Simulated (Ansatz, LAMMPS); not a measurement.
**What do other settings change for glassy 63ZnO-37GeO2 (mol %) (102 atoms)?**

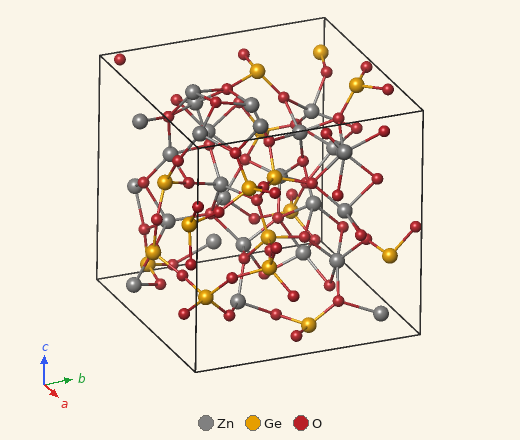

The cell (zinc grey, germanium orange, oxygen red). Bonds to atoms that aren't drawn are left out. Some periodic images of atoms are drawn too.

Density of this cell: 4.81 g/cm³. The cell holds 102 atoms: 27 Zn, 16 Ge and 59 O. Cell: a = 11.017 Å, b = 11.017 Å, c = 11.017 Å, α = 90.0°, β = 90.0°, γ = 90.0°. 102 atoms (27 Zn, 16 Ge, 59 O) placed at random at 4.43 g/cm³, melted at 4000 K for 10 ps at fixed volume with the Morse and Coulomb pair potential with partial charges (Pedone, Malavasi, Menziani, Cormack and Segre, J. Phys. Chem. B 110, 11780 (2006)). Quenched from 4000 K to 300 K at 50 K/ps and fixed volume, held 10 ps at zero pressure, then minimised at fixed cell.

Geometry: as built.

Reference run: Kohn-Sham DFT, PBE, PAW (set soft_2), plane waves (Ansatz 0.2.0), cutoff 420 eV, Γ point, fixed occupations.

```
r.m.s. force component                           : 0.8406 eV/Å
pressure                                         : 7.801 GPa
gap (highest filled to lowest empty level) : 1.56 eV
SCF cycles                                       : 10
time                                             : 21 s on 8 threads of Arm Neoverse V2, shared host
```

**Question.** The same geometry is run again with each of these changes. How far do the results move, and how long does each run take?
- support functions low
- support functions medium
- support functions medium, radius 3.54 Å
- support functions medium, radius 3.79 Å
- basis.ecutrho_ratio = 6, scf.occupations.method = "fermi_dirac" and scf.occupations.width = 0.01

Differences are against the plane-wave reference (Kohn-Sham DFT, PBE, PAW (set soft_2), plane waves), whose r.m.s. force component is 0.841 eV/Å. Energies are set beside the reference only for runs with its functional, potentials and electron count. Times are for 8 threads of Arm Neoverse V2, shared host. The reference's time includes the DOS, ELF, the stress and grids, which some other runs skip.

```
                                                                                             run  Δ force, r.m.s. (meV/Å)  share of r.m.s. force (%)  Δ energy (meV/atom)  Δ pressure (GPa)  Δ gap (eV)  cycles     time  host memory (GiB)
                                                                                       reference                        -                          -                    -                 -           -      10     21 s                2.2
                                                                           support functions low                     4.92                      0.586                -7.49                 -      0.0015      15     88 s                4.2
                                                                        support functions medium                     5.00                      0.594                -7.56                 -      0.0018      16  2.4 min                5.7
                                                         support functions medium, radius 3.54 Å                     5.01                      0.596                -7.56                 -      0.0017      17  2.3 min                5.5
                                                         support functions medium, radius 3.79 Å                     5.02                      0.597                -7.56                 -      0.0018      17  2.8 min                6.1
basis.ecutrho_ratio = 6, scf.occupations.method = "fermi_dirac" and scf.occupations.width = 0.01                    0.003                     4.0e-4               0.0017                 0           0      10     20 s                2.6
```

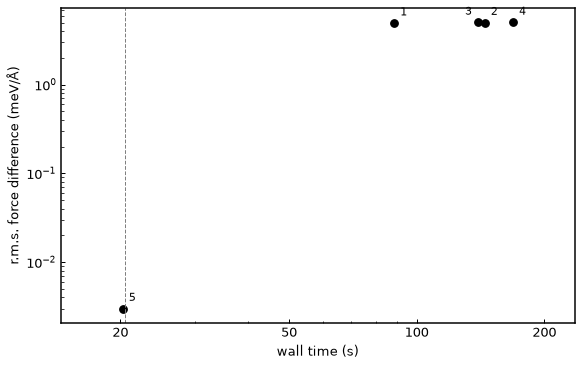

Force difference from the reference against wall time; the dashed line marks the reference's time. Points: 1 support functions low; 2 support functions medium; 3 support functions medium, radius 3.54 Å; 4 support functions medium, radius 3.79 Å; 5 basis.ecutrho_ratio = 6, scf.occupations.method = "fermi_dirac" and scf.occupations.width = 0.01.

Among numerical settings the force difference runs from 0.003 meV/Å (basis.ecutrho_ratio = 6, scf.occupations.method = "fermi_dirac" and scf.occupations.width = 0.01) to 5.0 meV/Å (support functions medium, radius 3.79 Å). At 102 atoms the fastest of the runs at a preset level, support functions low, takes roughly 4.3 times the time of plane waves (whose run also made extra analyses, so the like-for-like ratio is larger), in 15 SCF cycles against 10. Differences between support functions and plane waves include what basis error the plane-wave run still has. The force difference hardly changes among these support-function runs, which points to the basis of the plane-wave reference as its main source. 

[Logs are printed without paths, hosts, clocks, repeated set-up lines and the standing remarks that a program may print on its own settings, such as how far it seeks lower states.]

[Hosts, paths, dates, database ids (printed as entryN), source tags and the programs' standing remarks are cut or masked in the printed files.]
